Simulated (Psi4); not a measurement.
**AlO (oxoaluminum): UOMP2/def2-TZVPPD (density fitting for correlation)**

What is the vertical doublet–quartet gap of AlO (oxoaluminum) at UOMP2/def2-TZVPPD (density fitting for correlation)? 

The results are computed with Psi4 1.11.

1 further run of the same task is left out (it didn't finish).

### Step 1. The system as given

The species is AlO (2 atoms), meant as a doublet with charge 0. As SMILES, `[O]=[Al]`. Geometry: relaxed at PBE0-D4/def2-TZVP.

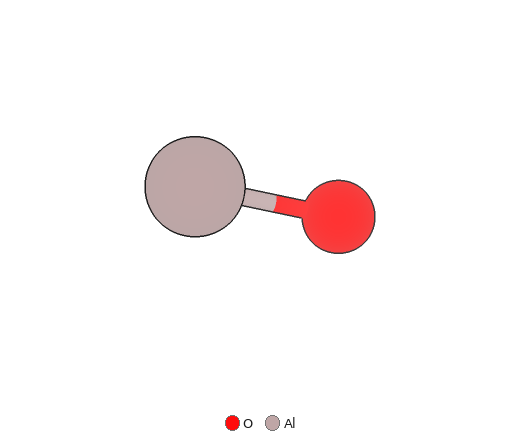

Viewed from a chosen angle; oxygen red, aluminium light grey.

### Step 2. The energy at UOMP2/def2-TZVPPD (density fitting for correlation)

calc.dat reads:

```
memory 2200 mb

molecule {
  0 2
  O      0.000000     0.000000    -0.024920
  Al     0.000000     0.000000     1.594970
  symmetry c1
}

set basis def2-TZVPPD
set reference uhf
set puream true
set e_convergence 1e-09
set d_convergence 1e-08
set scf_type pk
set num_frozen_docc 6
set maxiter 100

e_tot = energy("omp2")
```

On the command line:

```sh
$ psi4 calc.dat calc.out -n 1
```

calc.out:

```text
[...]
  Running in c1 symmetry.
[...]
  Nuclear repulsion =   33.974177203192809
[...]
  Multiplicity = 2
[...]
  Nalpha       = 11
  Nbeta        = 10
[...]
    Number of basis functions: 88
[...]
   @UHF iter   1:  -316.49462134940359   -7.44934e-01   8.68894e-03 DIIS/ADIIS
[...]
   @UHF iter  85:  -316.77841203664894   -6.82121e-13   4.64650e-09 DIIS
[...]
   @S^2 Observed:                8.099957884E-01
[...]
    Orbital Energies [Eh]
    ---------------------
    Alpha Occupied:
       1A    -58.493414     2A    -20.577732     3A     -4.907883
       4A     -3.225008     5A     -3.215899     6A     -3.215899
       7A     -1.310659     8A     -0.663325     9A     -0.522275
      10A     -0.522275    11A     -0.354754
    Alpha Virtual:
      12A      0.043829    13A      0.043829    14A      0.062123
      15A      0.082978    16A      0.115969    17A      0.118690
      18A      0.118690    19A      0.138109    20A      0.138109
      21A      0.175727    22A      0.175727    23A      0.205615
      24A      0.317741    25A      0.339674    26A      0.339674
[...]
  @UHF Final Energy:  -316.77841203664894
   => Energetics <=
    Nuclear Repulsion Energy =             33.9741772031928093
    One-Electron Energy =                -508.4414419497251174
    Two-Electron Energy =                 157.6888527098833777
    Total Energy =                       -316.7784120366488878
  UHF NO Occupations:
  HONO-2 :    9  A 1.9972708
  HONO-1 :   10  A 1.9764503
[...]
 Multipole Moments:
 ------------------------------------------------------------------------------------
     Multipole            Electronic (a.u.)      Nuclear  (a.u.)        Total (a.u.)
 ------------------------------------------------------------------------------------
 L = 1.  Multiply by 2.5417464519 to convert [e a0] to [Debye]
 Dipole X            :         -0.0000017            0.0000000           -0.0000017
 Dipole Y            :          0.0000010            0.0000000            0.0000010
 Dipole Z            :          1.4730236           -0.5640171            0.9090065
 Magnitude           :                                                    0.9090065
[...]
	Warning: cc_lambda option is changed to TRUE
	For this residual convergence, default PCG convergence is:     1.00e-07
[...]
	DF-SCS-MP2 Total Energy (a.u.)     :  -317.03815247533174
	DF-SOS-MP2 Total Energy (a.u.)     :  -317.03610927385375
[...]
	DF-SCS-OMP2 Total Energy (a.u.)    :  -317.08113398688789
	DF-SOS-OMP2 Total Energy (a.u.)    :  -317.04995168975267
	DF-SCS(N)-OMP2 Total Energy (a.u.) :  -316.91383498154335
[...]
	DF-OMP2 Total Energy (a.u.)        :  -317.09337204109977
[...]
```

Wall time 4.3 min (1 thread of Intel Xeon at 2.50GHz (Skylake/Cascade Lake), shared host); peak memory 0.32 GiB.

### Step 3. The quartet at the same level

alo.xyz reads:

```xyz
2
AlO
O      0.000000     0.000000    -0.024920
Al     0.000000     0.000000     1.594970
```

calc.py reads:

```python
import psi4

psi4.set_memory('2200 MB')
psi4.set_num_threads(1)
psi4.core.set_output_file('run.log', False)

with open('alo.xyz') as f:
    atoms = ''.join(f.readlines()[2:])
molecule = psi4.geometry('0 4\n' + atoms + 'symmetry c1\nno_reorient\nno_com')

options = {'basis': 'def2-TZVPPD', 'reference': 'uhf', 'puream': True, 'e_convergence': 1e-09, 'd_convergence': 1e-08, 'scf_type': 'pk', 'num_frozen_docc': 6, 'maxiter': 100}
psi4.set_options(options)

E, wfn = psi4.energy("omp2", molecule=molecule, return_wfn=True)
print('E =', round(E, 9))
for k, v in sorted(psi4.core.scalar_variables().items()):
    print(f'{k:45s} {v:18.10f}')
```

On the command line:

```sh
$ python calc.py
```

run.log:

```text
[...]
  Running in c1 symmetry.
[...]
  Nuclear repulsion =   33.974177203192809
[...]
  Multiplicity = 4
[...]
  Nalpha       = 12
  Nbeta        = 9
[...]
    Number of basis functions: 88
[...]
   @UHF iter   1:  -316.66445122175480   -9.14764e-01   3.33676e-03 DIIS/ADIIS
[...]
   @UHF iter  16:  -316.70661950668659    1.06297e-11   1.96825e-09 DIIS
[...]
   @S^2 Observed:                3.758587474E+00
[...]
    Orbital Energies [Eh]
    ---------------------
    Alpha Occupied:
       1A    -58.522846     2A    -20.613240     3A     -4.941524
       4A     -3.256292     5A     -3.254285     6A     -3.251303
       7A     -1.367610     8A     -0.657381     9A     -0.639821
      10A     -0.581305    11A     -0.431188    12A     -0.229550
    Alpha Virtual:
      13A      0.009374    14A      0.053085    15A      0.072371
      16A      0.107727    17A      0.108420    18A      0.111051
      19A      0.124532    20A      0.129502    21A      0.158123
      22A      0.158503    23A      0.187358    24A      0.302777
      25A      0.306359    26A      0.312271    27A      0.313384
[...]
  @UHF Final Energy:  -316.70661950668659
   => Energetics <=
    Nuclear Repulsion Energy =             33.9741772031928093
    One-Electron Energy =                -507.6318719738779919
    Two-Electron Energy =                 156.9510752639985753
    Total Energy =                       -316.7066195066865930
  UHF NO Occupations:
  HONO-2 :   10  A 1.0000000
  HONO-1 :   11  A 1.0000000
[...]
 Multipole Moments:
 ------------------------------------------------------------------------------------
     Multipole            Electronic (a.u.)      Nuclear  (a.u.)        Total (a.u.)
 ------------------------------------------------------------------------------------
 L = 1.  Multiply by 2.5417464519 to convert [e a0] to [Debye]
 Dipole X            :          0.0000000            0.0000000            0.0000000
 Dipole Y            :          0.0000000            0.0000000            0.0000000
 Dipole Z            :        -38.3378309           38.8059984            0.4681675
 Magnitude           :                                                    0.4681675
[...]
	Warning: cc_lambda option is changed to TRUE
	For this residual convergence, default PCG convergence is:     1.00e-07
[...]
	DF-SCS-MP2 Total Energy (a.u.)     :  -316.91214720921710
	DF-SOS-MP2 Total Energy (a.u.)     :  -316.90967096424623
[...]
	DF-SCS-OMP2 Total Energy (a.u.)    :  -316.91506340848906
	DF-SOS-OMP2 Total Energy (a.u.)    :  -316.89634421092376
	DF-SCS(N)-OMP2 Total Energy (a.u.) :  -316.80195305148624
[...]
	DF-OMP2 Total Energy (a.u.)        :  -316.92029704986282
[...]
```

Wall time 8.7 min (1 thread of Intel Xeon at 2.50GHz (Skylake/Cascade Lake), shared host); peak memory 0.32 GiB.

### Step 4. What came out

Level: UOMP2/def2-TZVPPD (density fitting for correlation), 6 core orbitals frozen.

| quantity | value |
| --- | --- |
| doublet: total energy | -317.09337 Eh |
| doublet: HOMO energy (Hartree–Fock orbitals) (highest over α and β) | -9.65 eV |
| doublet: LUMO energy (Hartree–Fock orbitals) (lowest over α and β) | 0.18 eV |
| doublet: correlation energy (6 core orbitals frozen) | -315.0 mEh |
| doublet: ⟨S²⟩ of the reference determinant | 0.810 |
| quartet: total energy | -316.92030 Eh |
| quartet: HOMO energy (Hartree–Fock orbitals) (highest over α and β) | -6.25 eV |
| quartet: LUMO energy (Hartree–Fock orbitals) (lowest over α and β) | -0.56 eV |
| quartet: correlation energy (6 core orbitals frozen) | -213.7 mEh |
| quartet: ⟨S²⟩ of the reference determinant | 3.759 |
| vertical energy of the quartet above the doublet | 4.710 eV |

At this shape the quartet lies 4.71 eV (109 kcal/mol) above the doublet.
